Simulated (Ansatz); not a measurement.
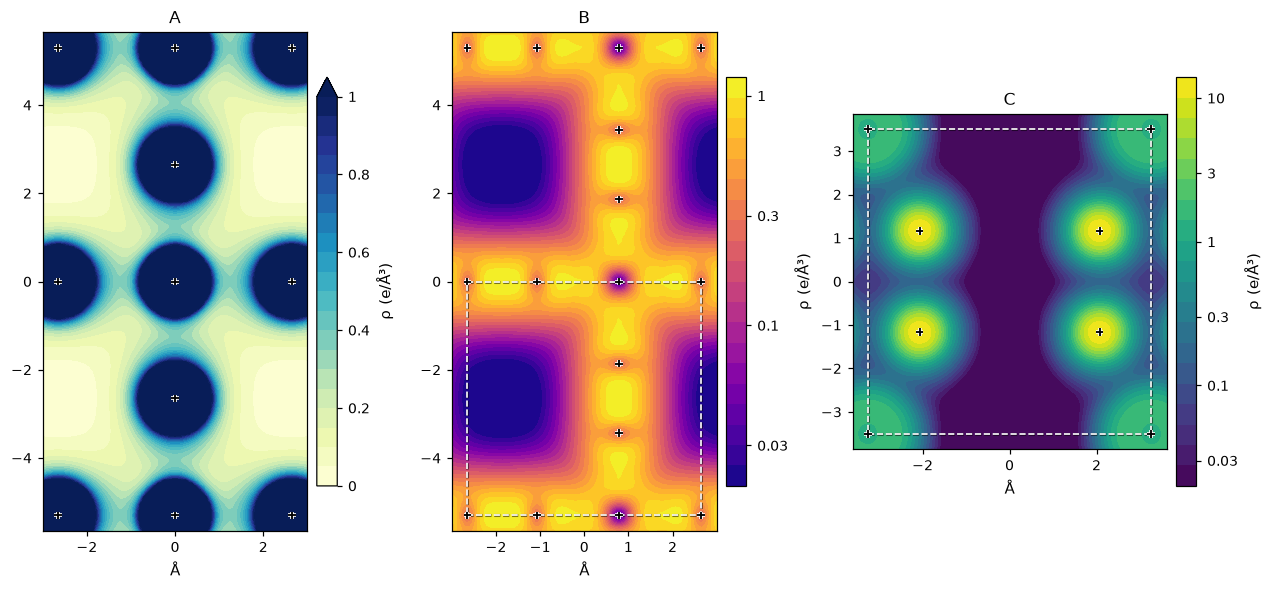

The valence electron density of 3 systems, each on a plane through atoms (crosses mark nuclei in the plane).

The calculation used DFT PBE, scalar-relativistic, plane waves, PAW (Ansatz).

System 1: B$_{3}$P, the (010) plane of the conventional cell. Space group Pm-3m; a structure generated by program, which may or may not match a known phase.

System 2: LaF$_{4}$, the (110) plane of the conventional cell. Space group P6/mmm; a structure generated by program, which may or may not match a known phase; computed without spin polarisation.

System 3: TiSn$_{5}$, the (001) plane of the conventional cell. Space group P4/mmm; a structure generated by program, which may or may not match a known phase; computed without spin polarisation.

```
Ti Sn
1.0
     5.30066    0.00000    0.00000
     0.00000    5.30066    0.00000
     0.00000    0.00000   10.52148
Ti Sn
1 5
Cartesian
  2.6503 2.6503 0.0000
  2.6503 0.0000 0.0000
  0.0000 2.6503 0.0000
  2.6503 2.6503 2.5743
  2.6503 2.6503 7.9472
  2.6503 2.6503 5.2607
```

**Which map belongs to which system?**

Panel A is system 3, TiSn$_{5}$: the plane holds Ti and Sn. Ti–Sn (2.65 Å): the density is about 0.37 e/Å³ at the midpoint. Panel B is system 1, B$_{3}$P: the plane holds B and P. B–B (1.58 Å): ρ at the midpoint is about 1.2 e/Å³. Panel C is system 2, LaF$_{4}$: the plane holds La and F. La–F (2.62 Å): ρ is about 0.26 e/Å³ halfway, with its minimum of 0.22 e/Å³ about 1.4 Å from La.
